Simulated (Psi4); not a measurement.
# ZrO (SMILES [O][Zr]) at TPSS/def2-TZVP (core potential)

Aim: the energy change on altering one bond length of ZrO at TPSS/def2-TZVP (core potential), from 2 runs. The job is set up through a Python script.

The results are computed with Psi4 1.11.

1 further run of the same task is left out (set aside as unsound or not needed).

## Step 1: The system as given

ZrO: 2 atoms, total charge 0, spin state singlet. SMILES: `[O][Zr]`. The bond length is the measured one.

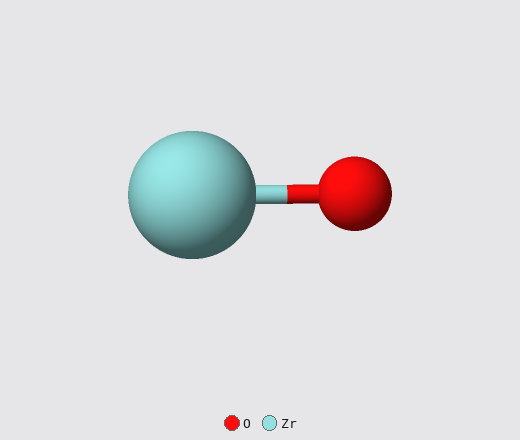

The structure, seen from a chosen angle (oxygen red, zirconium light teal).

## Step 2: Energy and forces at TPSS/def2-TZVP (core potential)

run.py reads:

```python
import psi4

psi4.set_memory(1600000000)
psi4.set_num_threads(1)
psi4.set_output_file('ozr.out', False)

geom = psi4.geometry("""
O      0.000000     0.000000     0.000000
Zr     0.000000     0.000000     1.711600
units angstrom
symmetry c1
""")

options = {'basis': 'def2-TZVP', 'puream': True, 'e_convergence': 1e-09, 'd_convergence': 1e-08, 'scf_type': 'pk', 'dft_radial_points': 99, 'dft_spherical_points': 590}
psi4.set_options(options)

e, wfn = psi4.gradient('tpss', return_wfn=True)
psi4.oeprop(wfn, 'MULLIKEN_CHARGES', 'WIBERG_LOWDIN_INDICES', 'DIPOLE')
print('gradient / Eh bohr^-1')
print(e.np.round(6))
print(f'energy = {wfn.energy():.10f} Eh')
```

Started as:

```sh
$ python run.py
```

ozr.out:

```text
[...]
    !!!  WARNING: ECP capability is in beta. Please check occupations closely.  !!!
[...]
  Running in c1 symmetry.
[...]
  Nuclear repulsion =   29.680423127085774
[...]
  Multiplicity = 1
[...]
  Nalpha       = 10
  Nbeta        = 10
[...]
    Number of basis functions: 71
[...]
   @RKS iter   1:  -121.77543189008277    1.60575e-01   1.53063e-02 ADIIS/DIIS
[...]
   @RKS iter  16:  -122.27828887392241   -5.11591e-13   3.99041e-09 DIIS
[...]
    Orbital Energies [Eh]
    ---------------------
    Doubly Occupied:
       1A    -18.897492     2A     -2.095365     3A     -1.272394
       4A     -1.258613     5A     -1.258613     6A     -0.816958
       7A     -0.321170     8A     -0.321170     9A     -0.313367
      10A     -0.169551
[...]
  @RKS Final Energy:  -122.27828887392241
   => Energetics <=
    Nuclear Repulsion Energy =             29.6804231270857741
    One-Electron Energy =                -240.6520068719858614
    Two-Electron Energy =                 103.0402447288595340
    DFT Exchange-Correlation Energy =     -14.3469498578818335
    Empirical Dispersion Energy =           0.0000000000000000
    VV10 Nonlocal Energy =                  0.0000000000000000
    Total Energy =                       -122.2782888739224063
[...]
  -Total Gradient:
     Atom            X                  Y                   Z
    ------   -----------------  -----------------  -----------------
       1       -0.000000000172    -0.000000000119     0.016083200149
       2        0.000000000172     0.000000000119    -0.016060882101
[...]
 Multipole Moments:
 ------------------------------------------------------------------------------------
     Multipole            Electronic (a.u.)      Nuclear  (a.u.)        Total (a.u.)
 ------------------------------------------------------------------------------------
 L = 1.  Multiply by 2.5417464519 to convert [e a0] to [Debye]
 Dipole X            :          0.0000000            0.0000000            0.0000000
 Dipole Y            :          0.0000000            0.0000000            0.0000000
 Dipole Z            :         17.0192580          -16.1050990            0.9141590
 Magnitude           :                                                    0.9141590
[...]
  Mulliken Charges: (a.u.)
   Center  Symbol    Alpha    Beta     Spin     Total
       1     O     4.23812  4.23812  0.00000 -0.47624
       2    ZR     5.76188  5.76188  0.00000  0.47624
   Total alpha = 10.00000, Total beta = 10.00000, Total charge = -0.00000
  Wiberg Bond Indices using Orthogonal Lowdin Orbitals:
[...]
```

The script printed:

```text
gradient / Eh bohr^-1
[[-0.       -0.        0.016083]
 [ 0.        0.       -0.016061]]
energy = -122.2782888739 Eh
```

It took 11 s on 1 thread of Intel Xeon 6975P-C (Granite Rapids), shared host; peak memory 0.78 GiB.

## Step 3: The distorted shape: the energy at TPSS/def2-TZVP (core potential)

ozr.py reads:

```python
import psi4

psi4.set_memory(1600000000)
psi4.set_num_threads(1)
psi4.core.set_output_file('run.log', False)

m = psi4.geometry("""
0 1
O      0.000000     0.000000    -0.513500
Zr     0.000000     0.000000     1.711600
symmetry c1
no_reorient
no_com
""")

psi4.set_options({
    'basis': 'def2-TZVP',
    'puream': True,
    'e_convergence': 1e-09,
    'd_convergence': 1e-08,
    'scf_type': 'pk',
    'dft_radial_points': 99,
    'dft_spherical_points': 590,
})

e_tot, wfn = psi4.energy("tpss", return_wfn=True)
print(f'tpss energy: {e_tot:.10f} Eh')
```

Started as:

```sh
$ python ozr.py
```

run.log:

```text
[...]
    !!!  WARNING: ECP capability is in beta. Please check occupations closely.  !!!
[...]
  Running in c1 symmetry.
[...]
  Nuclear repulsion =   22.830889499042744
[...]
  Multiplicity = 1
[...]
  Nalpha       = 10
  Nbeta        = 10
[...]
    Number of basis functions: 71
[...]
   @RKS iter   1:  -121.52736885210513    1.86501e-01   1.57182e-02 ADIIS/DIIS
[...]
   @RKS iter  21:  -122.17273415711705   -1.23634e-12   1.57255e-09 DIIS
[...]
    Orbital Energies [Eh]
    ---------------------
    Doubly Occupied:
       1A    -18.879520     2A     -2.131551     3A     -1.294902
       4A     -1.294902     5A     -1.269190     6A     -0.781312
       7A     -0.262912     8A     -0.236842     9A     -0.236842
      10A     -0.187548
[...]
  @RKS Final Energy:  -122.17273415711705
   => Energetics <=
    Nuclear Repulsion Energy =             22.8308894990427440
    One-Electron Energy =                -227.1685264784162825
    Two-Electron Energy =                  96.3201542814019831
    DFT Exchange-Correlation Energy =     -14.1552514591454823
    Empirical Dispersion Energy =           0.0000000000000000
    VV10 Nonlocal Energy =                  0.0000000000000000
    Total Energy =                       -122.1727341571170484
[...]
 Multipole Moments:
 ------------------------------------------------------------------------------------
     Multipole            Electronic (a.u.)      Nuclear  (a.u.)        Total (a.u.)
 ------------------------------------------------------------------------------------
 L = 1.  Multiply by 2.5417464519 to convert [e a0] to [Debye]
 Dipole X            :         -0.0000000            0.0000000           -0.0000000
 Dipole Y            :          0.0000000            0.0000000            0.0000000
 Dipole Z            :        -29.0511917           31.0504679            1.9992762
 Magnitude           :                                                    1.9992762
[...]
```

The script printed:

```text
tpss energy: -122.1727341571 Eh
```

Run time: 11 s. Hardware: 1 thread of Intel Xeon 6975P-C (Granite Rapids), shared host; peak memory 0.77 GiB.

## Step 4: Summary of results

Level: TPSS/def2-TZVP (core potential).

| quantity | value |
| --- | --- |
| first shape: total energy | -122.27829 Eh |
| first shape: dipole moment | 2.32 D |
| first shape: HOMO energy | -4.61 eV |
| first shape: LUMO energy | -4.19 eV |
| first shape: HOMO–LUMO gap | 0.42 eV |
| first shape: largest force on an atom | 0.827 eV/Å |
| distorted shape: total energy | -122.17273 Eh |
| distorted shape: dipole moment | 5.08 D |
| distorted shape: HOMO energy | -5.10 eV |
| distorted shape: LUMO energy | -4.92 eV |
| distorted shape: HOMO–LUMO gap | 0.18 eV |
| energy change with the O1–Zr2 bond stretched from 1.712 to 2.225 Å | 2.872 eV |

In words: With the O1–Zr2 bond stretched from 1.712 to 2.225 Å the energy rises by 2.87 eV (66 kcal/mol). The first shape isn't relaxed at this level, so the change isn't measured from a minimum. The largest force (first shape) is 0.83 eV/Å: the shape isn't a stationary point for this species at this level.
